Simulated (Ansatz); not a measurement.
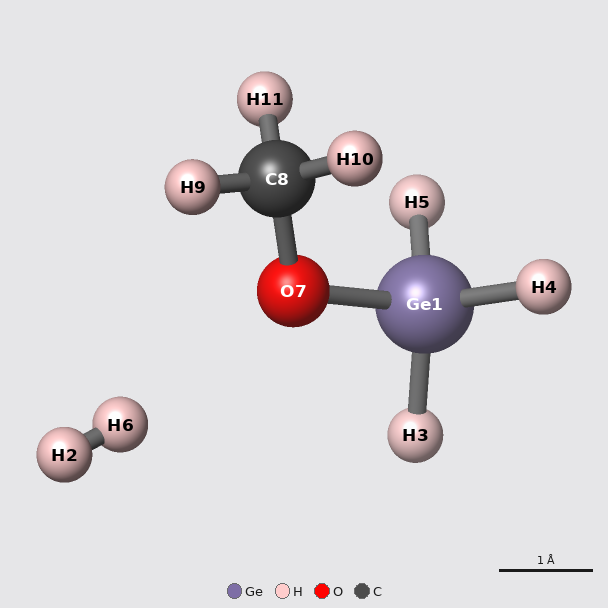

Atoms carry their numbers in the input. The computed structure is the end point of a PBE0-D4/def2-TZVP optimisation.

### What is the geometry at O7?

O7 has 2 neighbours (Ge1 at 1.78, C8 at 1.41 Å); the arrangement is bent.

### Describe the coordination of atom 8.

C8 has 4 neighbours (O7 at 1.41, H9 at 1.09, H10 at 1.10, H11 at 1.10 Å); the arrangement is tetrahedral.

### How are the neighbours of atom 1 arranged?

Ge1 has 4 neighbours (H3 at 1.53, H4 at 1.54, H5 at 1.54, O7 at 1.78 Å); the arrangement is tetrahedral.
